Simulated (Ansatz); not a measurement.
H6MoN4 (SMILES [NH]=[Mo](=[NH])([NH2])[NH2])

```csv
atom,x (Å),y (Å),z (Å)
Mo,0.1155,0.4034,0.0512
N,-0.7552,1.8795,0.2953
N,1.7075,0.3532,0.7293
N,-0.9112,-1.0147,0.8952
N,0.3013,0.1587,-1.8678
H,-0.9145,2.8270,0.6274
H,2.5206,0.6982,1.2327
H,-0.4995,-1.8362,1.3243
H,-1.9077,-0.9635,1.0771
H,1.0951,-0.2930,-2.3088
H,-0.3135,0.5790,-2.5564
```

Geometry: PBE0-D4/def2-SVP; core potentials replace the inner electrons of Mo.

Level of theory: isolated molecule in a Gaussian basis; Kohn-Sham density functional theory, functional PBE0 in Ansatz.

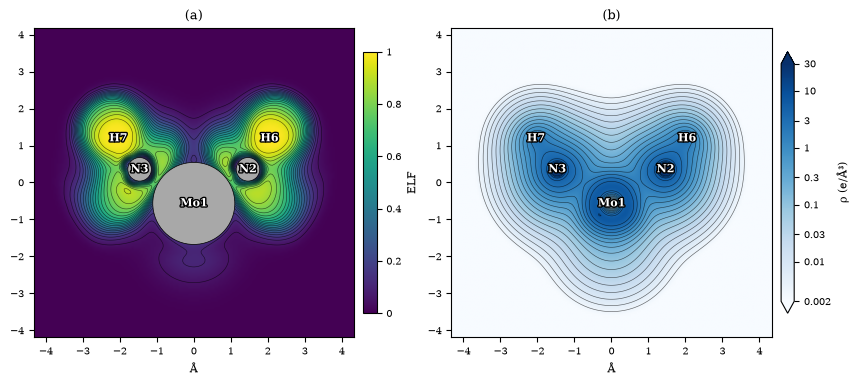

Figure 1. (a) ELF; (b) electron density on the plane of atoms Mo1, N3 and H7. Grey discs cover the atomic cores in the ELF map.

Describe what can be read from this map.

Answer. Atoms in the plane: Mo, N and H.
Mo–N (1.73 Å): ρ is about 1.7 e/Å³ halfway; the ELF peaks at about 0.75 in the valence shell of N, 0.5 Å from its nucleus, and drops to about 0.35 between the two atoms.
N–H (1.02 Å): ρ at the midpoint is about 2.8 e/Å³; the ELF climbs to about 1 towards the hydrogen, as it does in any bond to H; a covalent bond by its length.

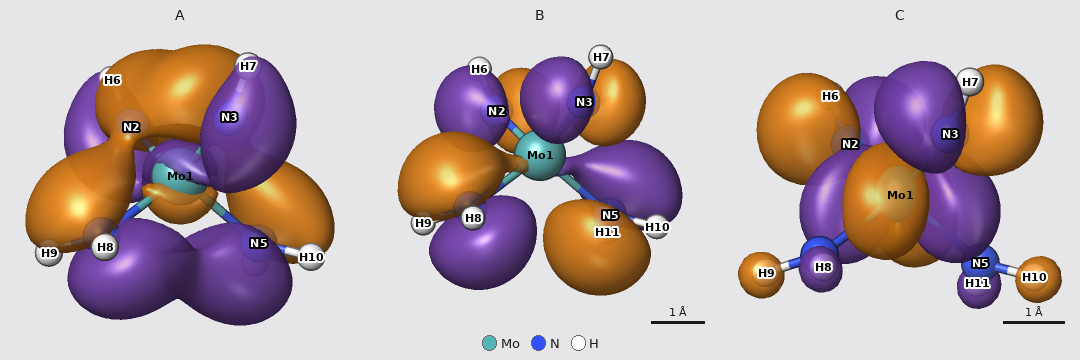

Figure 2. Three frontier orbitals at ±0.08 Å⁻³ᐟ² (orange and purple are the two phases), in no order.

Order the three orbitals by energy and name them.

Answer. A is the HOMO−1 (−7.59 eV). Its weight (Hirshfeld) is mainly on N4 (about 20 %), N5 (about 20 %), N3 (about 15 %), N2 (about 15 %) and Mo1 (about 15 %); largely a combination of lone pairs on N4, N5, N3 and N2. B is the HOMO (−6.64 eV). By Hirshfeld shares it lies mainly on N4 (about 30 %), N5 (about 30 %), N3 (about 10 %) and N2 (about 10 %); largely a combination of lone pairs on N4, N5, N3 and N2. C is the LUMO (−0.87 eV). It lies mainly on Mo1 (about 50 %), N2 (about 15 %) and N3 (about 15 %).

What is the HOMO–LUMO gap?

Answer. 5.77 eV between the orbital energies.

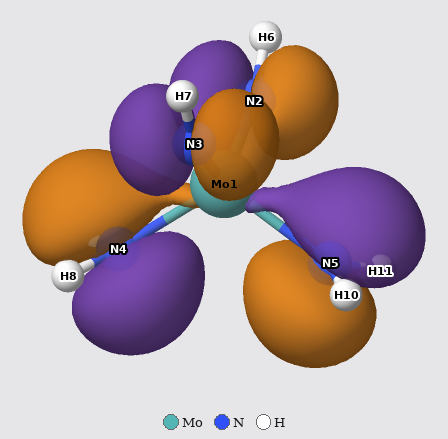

Figure 3. The HOMO at ±0.08 Å⁻³ᐟ² (orange and purple are the two phases), seen at a tilt.

What is the character of this orbital?

Answer. Its weight (Hirshfeld) is mainly on N4 (about 30 %), N5 (about 30 %), N3 (about 10 %) and N2 (about 10 %); largely a combination of lone pairs on N4, N5, N3 and N2. Its energy is −6.64 eV.
